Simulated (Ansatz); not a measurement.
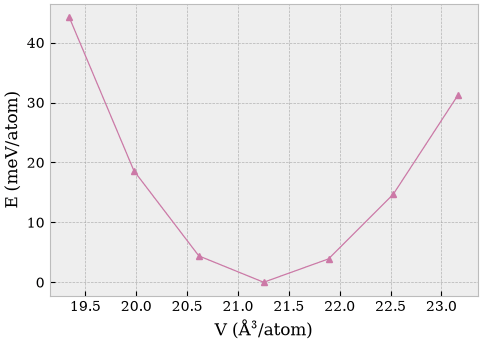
YGe2 (MoSi2 or CaC2 type, I4/mmm) under volume change, the program Ansatz at the PBE level (PAW), shape and atoms relaxed at each volume.

Task: What does a third-order Birch–Murnaghan fit give for V₀, B₀ and B′?

Result: V₀ = 21.25 Å³/atom, B₀ = 68.7 GPa, B′ = 4.7.

A made-up cell: these elements were put on the sites of a structure type; neither database checked (COD, Materials Project) lists it. Its standing as an ambient phase is unchecked. The PBE relaxation kept the symmetry of its start; its stability against distortions is not shown here. The run is not spin-polarised.

Potentials: the later of the program's two PAW sets.
